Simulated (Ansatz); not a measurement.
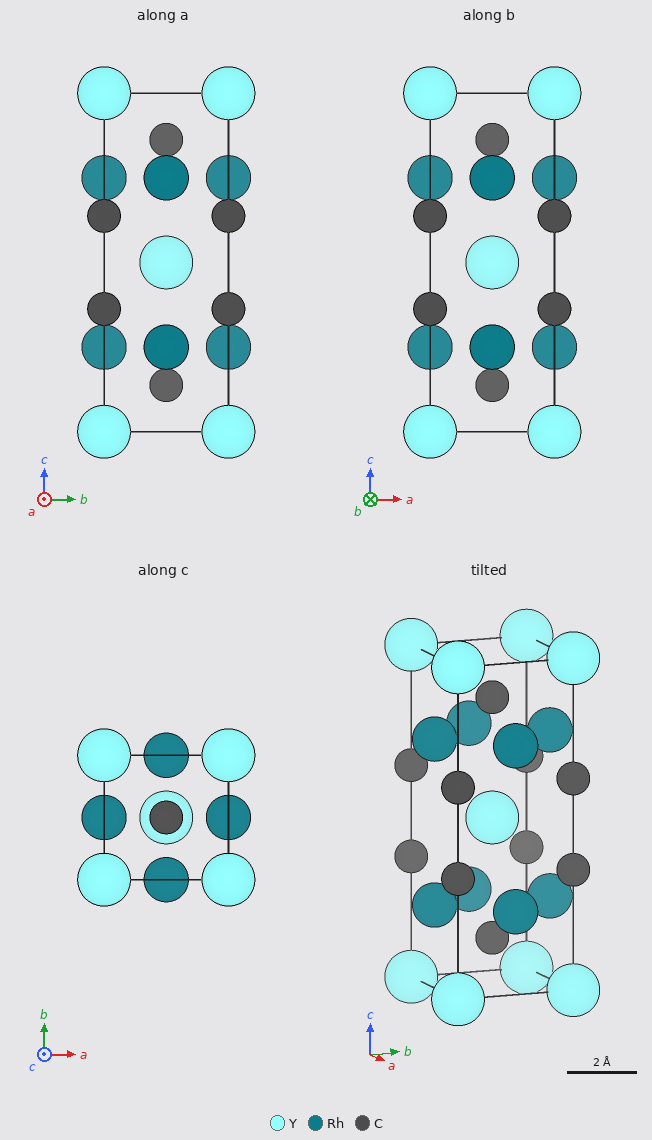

Spheres-only drawing of the structure, looking along the a axis, along the b axis, along the c axis and slightly off an axis. The edges of the conventional unit cell are marked.

Lattice parameters: a = 3.618 Å, b = 3.618 Å, c = 9.847 Å, α = 90.00°, β = 90.00°, γ = 90.00°. Put a along x and b in the xy plane.

**Reconstruct the structure as a POSCAR file, with free fractional coordinates to two decimals.**

```
Y Rh C
1.0
     3.618    0.000    0.000
     0.000    3.618    0.000
     0.000    0.000    9.847
Y Rh C
2 4 4
Direct
  0.00 0.00 0.00
  0.50 0.50 0.50
  0.00 0.50 0.25
  0.50 0.00 0.25
  0.50 0.00 0.75
  0.00 0.50 0.75
  0.00 0.00 0.36
  0.50 0.50 0.14
  0.50 0.50 0.86
  0.00 0.00 0.64
```

Provenance: a structure type filled with these elements by a generator (whether the compound takes this form wasn't checked). The cell was then strained or its atoms displaced on purpose. It was set up as input for a calculation with Ansatz.
